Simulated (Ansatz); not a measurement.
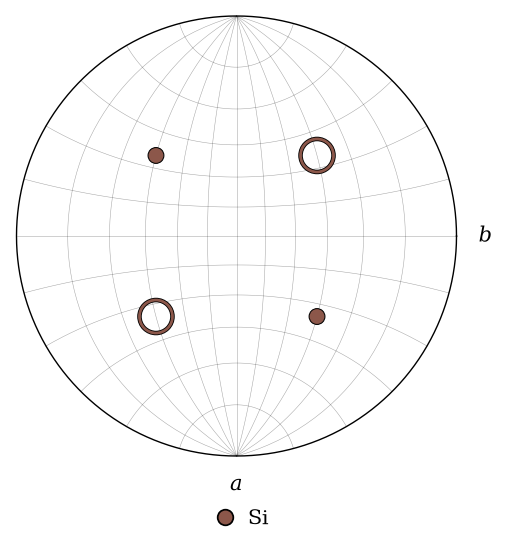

Crystal: Si, the input geometry of an electronic-structure calculation (not necessarily at equilibrium). Directions from one silicon atom at (1/2, 0, 1/2) to its bonded neighbours, in stereographic projection down c (filled: above the plane of the page or in it, open: below). All values are computed from the atomic coordinates in the standard setting (tolerance 0.002 Å).

Neighbours are counted up to 2.58 Å for Si.

```
CELL_PARAMETERS angstrom
5.44423 0.00000 0.00000
0.00000 5.44423 0.00000
0.00000 0.00000 5.44423
ATOMIC_POSITIONS crystal
Si 0.50000 0.00000 0.50000
Si 0.25000 0.25000 0.25000
Si 0.50000 0.50000 0.00000
Si 0.25000 0.75000 0.75000
Si 0.00000 0.00000 0.00000
Si 0.75000 0.25000 0.75000
Si 0.00000 0.50000 0.50000
Si 0.75000 0.75000 0.25000
```

Q: How many neighbours are there, and at what angles?

A: 4: 4 Si at 2.36 Å. Angles between bonds: 109° (6×).

Q: What is the site's symmetry in the crystal?

A: Point group -43m (Td), order 24: three −4 axes, four threefold axes, six mirror planes. In Fd-3m, No. 227, origin choice 1 this is Wyckoff position 8a.
